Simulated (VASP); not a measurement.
Band structure of La (dhcp). All values below come from RPBE GGA, VASP's PBE PAW potentials (set 64) (plane waves; VASP).

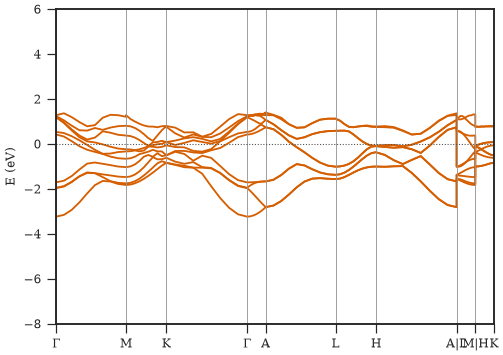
Figure: Bands along high-symmetry lines, zero at the valence-band maximum or, without a gap, the Fermi level

Problem. Read the plot: is there a gap, and where are the band edges?

Solution. It has no gap at this level: it comes out as a metal or semimetal. (Edges off the drawn lines would not show.)

The compound is La in the dhcp structure. It was relaxed first.
